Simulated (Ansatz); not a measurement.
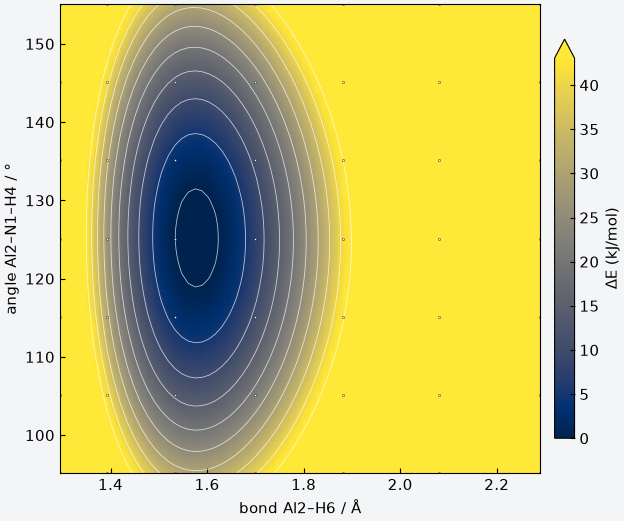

AlH₄NO, SMILES [NH2][AlH][OH]. 
- Two internal coordinates are moved rigidly from the geometry relaxed at PBE0-D4/def2-TZVP, all others fixed.
- The first coordinate is: bond Al2–H6; the second: angle Al2–N1–H4.
- The grid has 7 × 7 points.
- Points are written as (first, second).
- Energies are in kJ/mol, from the lowest grid point.
- Computed with Ansatz 0.2.0, RHF-CCSD(T), frozen core/def2-TZVPP.

The picture shows a smooth colour map with a few white contour lines, dots at the grid points, one colour for all values above the top of the scale. Between grid points the surface is interpolated.

Q: Where is the minimum, and how stiff is the well along each coordinate?

A: The interpolated minimum is at bond Al2–H6 ≈ 1.576 Å, angle Al2–N1–H4 ≈ 125°. The curvatures there are about 14 eV/Å² and 2.4 eV/rad², with a cross term of about 0 eV/(Å·rad). Round the minimum the two coordinates are nearly uncoupled. (1 eV is 96.5 kJ/mol.)
